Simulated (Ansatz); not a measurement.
**BClH5NSSi2: density, localisation and related maps**

| atom | x (Å) | y (Å) | z (Å) |
| --- | --- | --- | --- |
| S | -1.1780 | -1.3328 | 1.6523 |
| Si | -1.0961 | -1.7812 | -0.7964 |
| Cl | -2.4224 | -0.0831 | -1.2746 |
| Si | 0.9164 | -0.3901 | -0.7185 |
| B | 1.7825 | 0.5785 | 0.7901 |
| N | 0.6698 | 1.1813 | 0.2266 |
| H | -0.8194 | 0.0039 | 1.6056 |
| H | -2.5197 | -1.0579 | 1.7006 |
| H | 1.4440 | -0.0989 | -2.1137 |
| H | 2.5840 | 0.8290 | 1.6559 |
| H | 0.2102 | 2.0990 | 0.2440 |

Theory: Ansatz, RKS PBE-D4/cc-pVDZ.

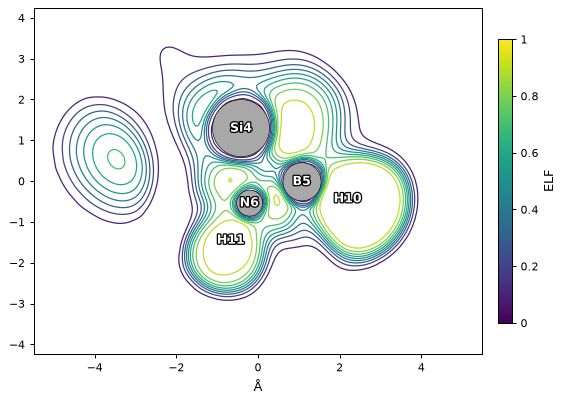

Figure 1. ELF on the plane of atoms N6, B5 and H10. Grey discs cover the atomic cores.

**Describe what can be read from this map.**

Atoms in the plane: Si, B, N and H.
B–N (1.39 Å): the ELF peaks at about 0.90 between the atoms, as expected for a polar covalent bond.
Si–N (1.85 Å): the ELF peaks at about 0.80 between the atoms: a shared but strongly polarised pair.
Si–B (1.99 Å): the ELF peaks at about 0.70 between the atoms.
N–H (1.03 Å): the ELF climbs to about 1 towards the hydrogen, as it does in any bond to H: a covalent bond by its length.
B–H (1.21 Å): the ELF climbs to about 1 towards the hydrogen: an ordinary covalent bond to hydrogen.

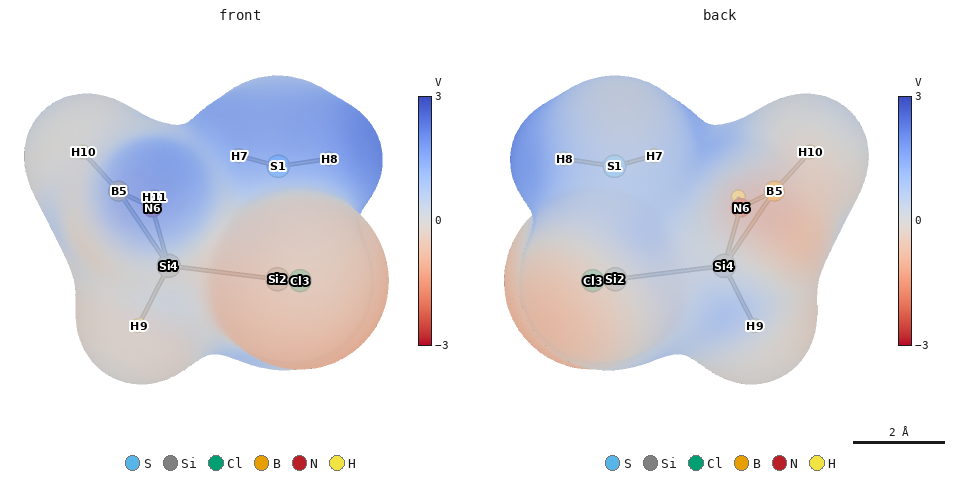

Figure 2. The electrostatic potential painted on the density surface at 0.002 e/bohr³, seen from the front and from behind; the colour scale runs from red (negative) to blue (positive).

**Where is the surface potential most negative and most positive?**

The most negative region (about −0.9 V, or −21 kcal/mol for a unit charge) lies over Cl3, the most positive (about +2.0 V, or +46 kcal/mol for a unit charge) over H8.

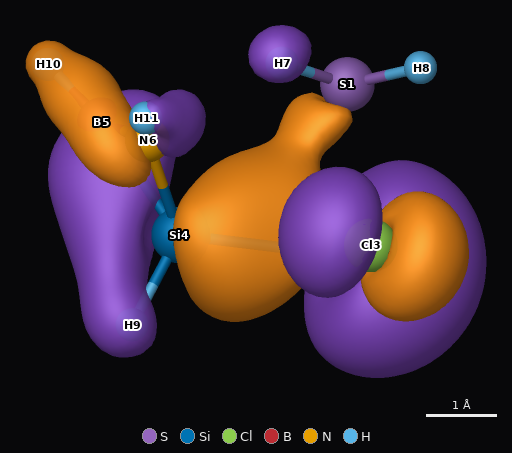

Figure 3. The HOMO at ±0.08 Å⁻³ᐟ² (orange and purple are the two phases), seen at a tilt.

**Describe this orbital and give its energy.**

It lies mainly on Si2 (about 45 %), Si4 (about 20 %), Cl3 (about 15 %) and B5 (about 10 %). Its energy is −5.02 eV.

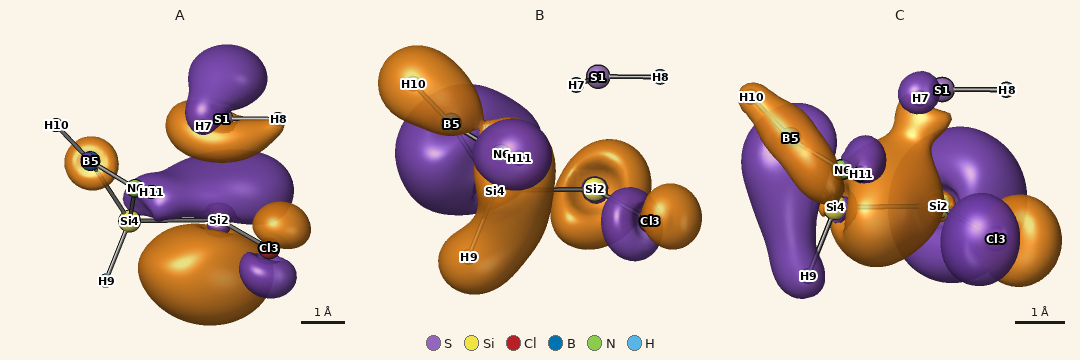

Figure 4. Three frontier orbitals at ±0.08 Å⁻³ᐟ² (orange and purple are the two phases), in no order.

**Order the three orbitals by energy and name them.**

B is the HOMO−1 (−5.90 eV). By Hirshfeld shares it lies mainly on Si4 (about 35 %), B5 (about 20 %), N6 (about 10 %) and Si2 (about 10 %). C is the HOMO (−5.02 eV). By Hirshfeld shares it lies mainly on Si2 (about 45 %), Si4 (about 20 %), Cl3 (about 15 %) and B5 (about 10 %). A is the LUMO (−1.90 eV). It lies mainly on Si2 (about 60 %), S1 (about 20 %), Si4 (about 10 %) and Cl3 (about 5 %).

**What is the HOMO–LUMO gap?**

3.12 eV between the orbital energies.
